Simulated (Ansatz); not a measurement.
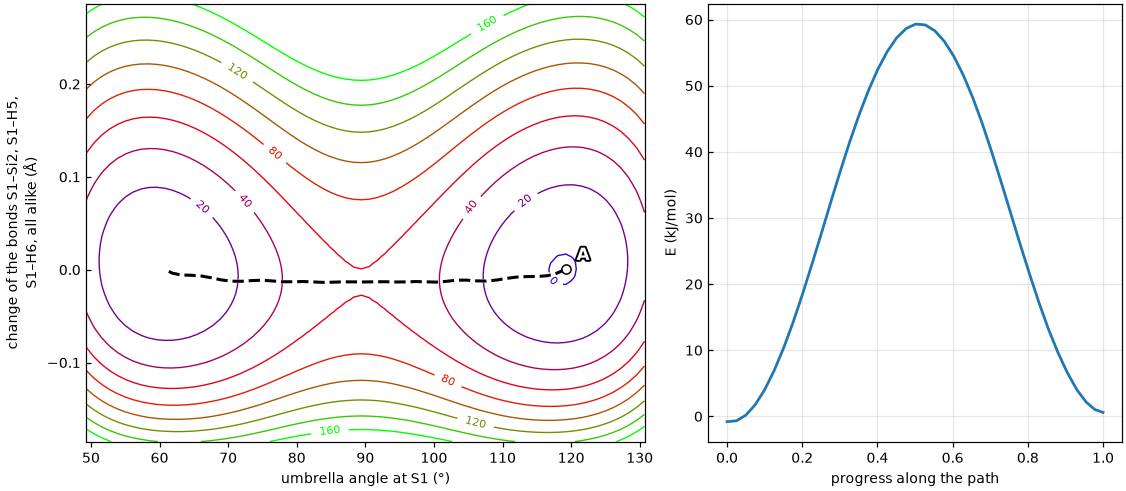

BH4OSSi, SMILES [SH2+][SiH]1BO1, charge +1. 
- Coordinates scanned: (1) umbrella angle at S1 (between each of its bonds and their common axis; 90 is planar); (2) change of the bonds S1–Si2, S1–H5, S1–H6, all alike.
- Nothing is relaxed (all other coordinates rigid).
- The grid has 9 × 9 points.
- Points are written as (first, second).
- All energies are given in kJ/mol relative to the lowest grid point.
- Method: RKS r2SCAN0-D4/def2-SVP in Ansatz 0.2.0.

Drawn: contour lines labelled in kJ/mol (none above 160), a line along the lowest path, the energy along the path at the right, the start A. Between grid points the surface is interpolated.

> Describe the path and its barrier.

The easiest path leads from the well at (120.5°, −0.008 Å) to the well at (59.5°, −0.008 Å), about 1.4 kJ/mol higher. Its highest point lies about 60 kJ/mol above the bottom of the first well on the interpolated surface, at (90.0°, −0.008 Å). The start is the relaxed structure and all else is held, so a fully relaxed path at this level can only be lower.
